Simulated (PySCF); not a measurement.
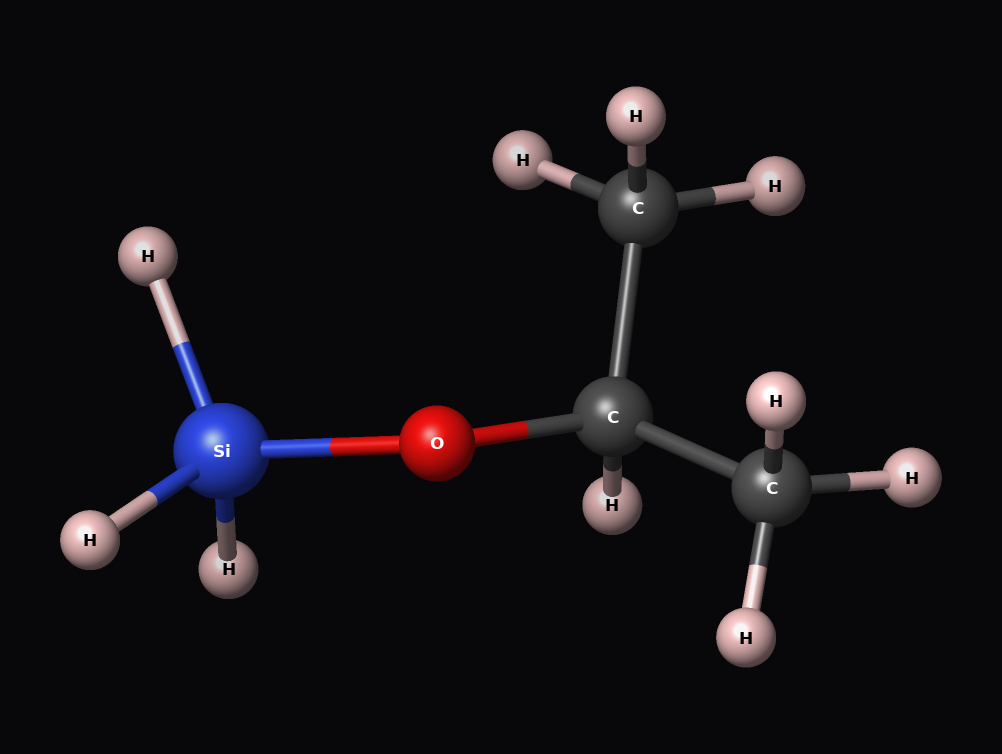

Question: Give the formula.

Answer: C3H10OSi, 15 atoms: 3 carbon, 10 hydrogen, 1 oxygen and 1 silicon.

Question: What is its SMILES?

Answer: CC(C)O[SiH3]

Question: What is the point group of this geometry?

Answer: C1.

Question: Does it have rings?

Answer: It has no ring.

The parts below concern this one geometry. Atoms keep their numbers from picture to picture. The geometry was computed by an optimisation with PBE0-D3(BJ)/def2-SVP. No frequency run is at hand to confirm it as a minimum.

## Shape

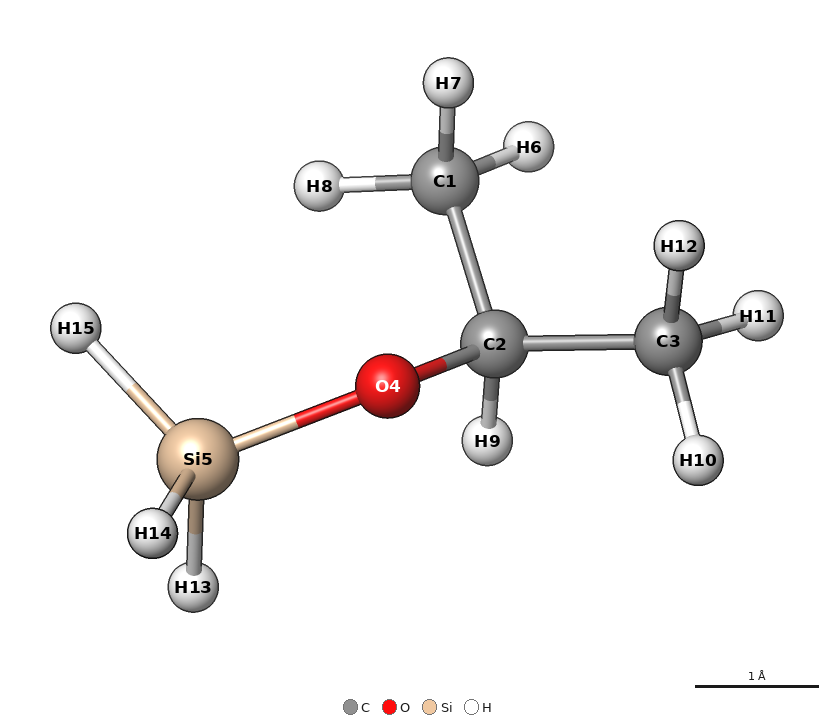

The atoms are numbered. No frequency run is at hand to confirm it as a minimum.

Question: Describe the coordination of atom 3.

Answer: C3 has 4 neighbours (C2 at 1.52, H10 at 1.10, H11 at 1.10, H12 at 1.10 Å); the arrangement is tetrahedral.

Question: What is the geometry at C2?

Answer: C2 has 4 neighbours (C1 at 1.52, C3 at 1.52, O4 at 1.42, H9 at 1.11 Å); the arrangement is tetrahedral.

Question: Describe the coordination of atom 5.

Answer: Si5 has 4 neighbours (O4 at 1.66, H13 at 1.50, H14 at 1.49, H15 at 1.50 Å); the arrangement is tetrahedral.

Question: Describe the coordination of atom 1.

Answer: C1 has 4 neighbours (C2 at 1.52, H6 at 1.10, H7 at 1.10, H8 at 1.10 Å); the arrangement is tetrahedral.

Question: What is the dihedral angle C1–C2–O4–Si5?

Answer: 76° in size, that is gauche.

## NMR shielding

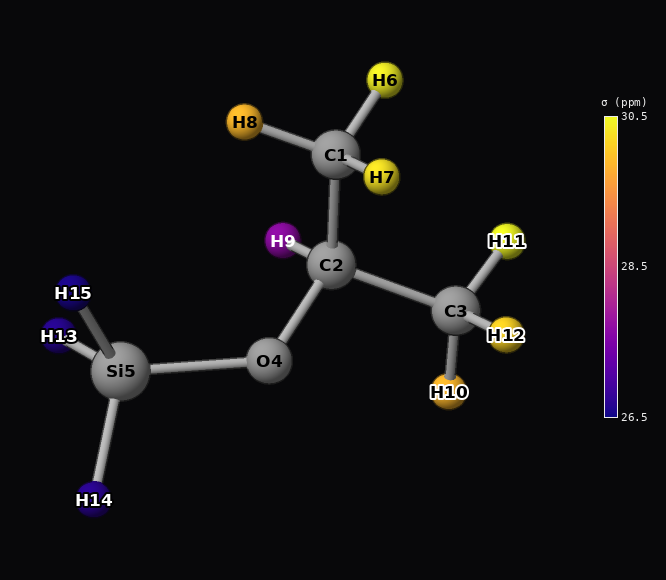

Atoms are coloured by their isotropic NMR shieldings (H only, the others grey). No frequency run is at hand to confirm it as a minimum. Properties computed with GIAO B97-2/pcSseg-1 NMR shielding, non-relativistic, gas phase (PySCF 2.14.0).

Question: Which H atom is the most shielded (lowest chemical shift)?

Answer: H11 (30.48 ppm).

Question: Which H atom is the least shielded (highest chemical shift)?

Answer: H15 (26.58 ppm).

Question: How wide is the range of H shifts?

Answer: 3.90 ppm.

Give the isotropic NMR shieldings of the H atoms atom by atom.

```tsv
atom	σ (ppm)
H6	30.41
H7	30.30
H8	29.90
H9	27.68
H10	29.89
H11	30.48
H12	30.15
H13	26.69
H14	26.71
H15	26.58
```

## Levels of theory compared

No frequency run is at hand to confirm it as a minimum. Program: PySCF 2.14.0.

Compare HOMO–LUMO gap (eV), dipole (D), HOMO energy (eV) at these levels: B97-2/pcSseg-1; BHandHLYP/pcSseg-1; CAM-B3LYP/pcSseg-1; LC-wPBE/pcSseg-1; PBE0/6-31G; PBE0/STO-3G; PBE0/pcSseg-1; WP04/pcSseg-1; mPW1PW91/pcSseg-1; ωB97X-D/pcSseg-1.

| level | HOMO–LUMO gap (eV) | dipole (D) | HOMO energy (eV) |
| --- | --- | --- | --- |
| B97-2/pcSseg-1 | 8.36 | 1.17 | −7.73 |
| BHandHLYP/pcSseg-1 | 10.93 | 1.22 | −9.44 |
| CAM-B3LYP/pcSseg-1 | 11.02 | 1.20 | −9.41 |
| LC-wPBE/pcSseg-1 | 13.56 | 1.23 | −10.74 |
| PBE0/6-31G | 8.38 | 1.35 | −7.59 |
| PBE0/STO-3G | 10.82 | 0.78 | −3.78 |
| PBE0/pcSseg-1 | 8.58 | 1.17 | −7.99 |
| WP04/pcSseg-1 | 8.17 | 1.22 | −9.09 |
| mPW1PW91/pcSseg-1 | 8.66 | 1.18 | −8.03 |
| ωB97X-D/pcSseg-1 | 12.29 | 1.19 | −9.90 |

## Core levels

No frequency run is at hand to confirm it as a minimum. Properties computed with delta-SCF UKS SCAN, pcX-2 on the ionised atom, pcseg-1 elsewhere, spin-free X2C (PySCF 2.14.0).

Give the core-electron binding energies (to vacuum; p and d levels without spin–orbit splitting) of C1 1s, C2 1s, O4 1s, Si5 1s, Si5 2p.

```
atom  level  binding energy (eV)
  C1     1s                290.7
  C2     1s                292.3
  O4     1s                537.8
 Si5     1s               1847.2
 Si5     2p                107.5
```
